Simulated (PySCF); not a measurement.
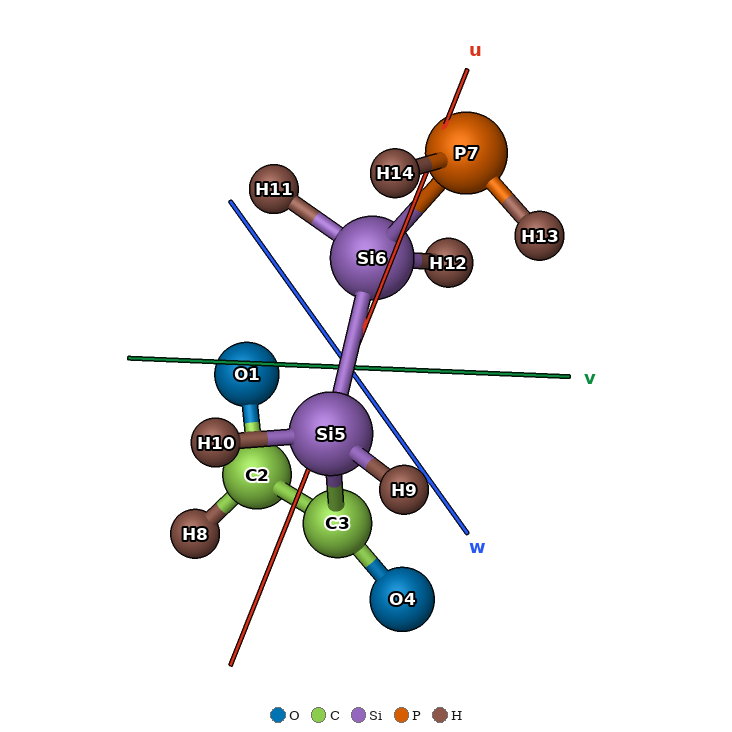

The lines u, v and w are the principal axes of the static dipole polarisability. The geometry was computed by an optimisation with GFN2-xTB. No frequency run is at hand to confirm it as a minimum. Computed with B3LYP/def2-SVPD (PySCF 2.14.0).

### Along which axis is the molecule most polarisable, and along which least?

Most along u (close to the long direction O4···P7), least along v.

### Give the three principal values.

u 170.5, v 92.4, w 107.3 bohr³; mean 123.4, anisotropy 71.9 bohr³.

The geometry is semi-empirical. Around P, Si such bond lengths and angles can be off by a tenth of an ångström or more and by several degrees, and values that hang on the shape move with them.
